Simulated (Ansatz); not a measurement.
**C2H6FNSi: how energies converge with the basis set**

Aim: see how fast density functionals converge with the basis set for C2H6FNSi.

The runs use Ansatz 0.2.0, Gaussian basis; one geometry, several basis sets.

The runs, in order: PBE0-D4/def2-SVP; ωB97M-V/def2-SVP; PBE0-D4/def2-QZVPP; ωB97M-V/def2-QZVPP; the functionals' def2-TZVPP values are taken from earlier runs.

### 1 The relaxed structure

The geometry comes from an earlier relaxation with PBE0-D4 in a triple-zeta def2 set; it is a stationary point, not always the lowest conformer.

SMILES `N/C=C(\F)[SiH3]`, 11 atoms, charge 0, spin multiplicity 1.

Atoms are counted from 1 here; the program's logs count them from 0.

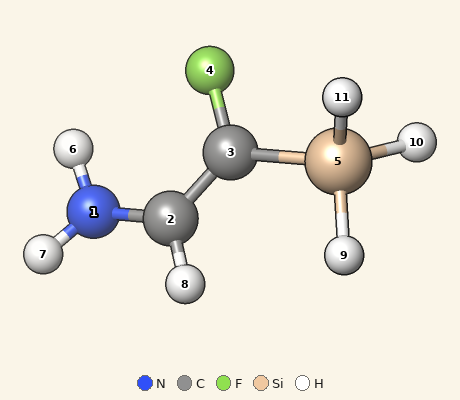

The structure; nitrogen blue, carbon grey, fluorine green, silicon light orange, hydrogen white; atoms are numbered from 1 in the order of the file.

### 2 PBE0-D4 in def2-SVP

Contents of in.yaml:

```yaml
crystal:
  periodic: [false, false, false]
  atoms:
    - {symbol: N, position_ang: [-1.559652, 1.554580, -0.236054]}
    - {symbol: C, position_ang: [-0.896034, 0.357912, -0.185786]}
    - {symbol: C, position_ang: [0.404035, 0.205509, 0.094189]}
    - {symbol: F, position_ang: [1.097645, 1.342835, 0.419625]}
    - {symbol: Si, position_ang: [1.349770, -1.383201, 0.074041]}
    - {symbol: H, position_ang: [-1.089589, 2.338018, 0.187139]}
    - {symbol: H, position_ang: [-2.552373, 1.533855, -0.084389]}
    - {symbol: H, position_ang: [-1.469943, -0.523361, -0.445890]}
    - {symbol: H, position_ang: [0.378179, -2.450415, -0.282107]}
    - {symbol: H, position_ang: [2.452966, -1.358262, -0.923526]}
    - {symbol: H, position_ang: [1.950397, -1.674471, 1.403359]}
basis:
  gaussian: {orbitals: def2-SVP}
hamiltonian: {xc: pbe0, dispersion: d4}
output: {orbitals: {seedname: orbitals}}
```

Launch:

```
ansatz run in.yaml --threads 4 --pin off --events-out ev --progress --plain --max-ram 10444MiB
```

Further steps of the session: ωB97M-V in def2-SVP; PBE0-D4 in def2-QZVPP; ωB97M-V in def2-QZVPP.

Q: Predict the results of all the runs planned. Wanted: PBE0-D4: double and triple zeta above quadruple; ωB97M-V: double and triple zeta above quadruple.

**Answer**, as computed:

```
                                       quantity           value
PBE0-D4: double and triple zeta above quadruple  10.87, 0.62 eV
ωB97M-V: double and triple zeta above quadruple  11.12, 0.58 eV
```

What this shows: PBE0-D4 gains 10.25 eV from double to triple zeta, then 0.62 eV more. Total energies overstate the basis error of differences, where much of it tends to cancel. The LUMO of ωB97M-V is positive and keeps falling with the basis (2.74 to 1.50 eV): an unbound level that the basis holds in place.
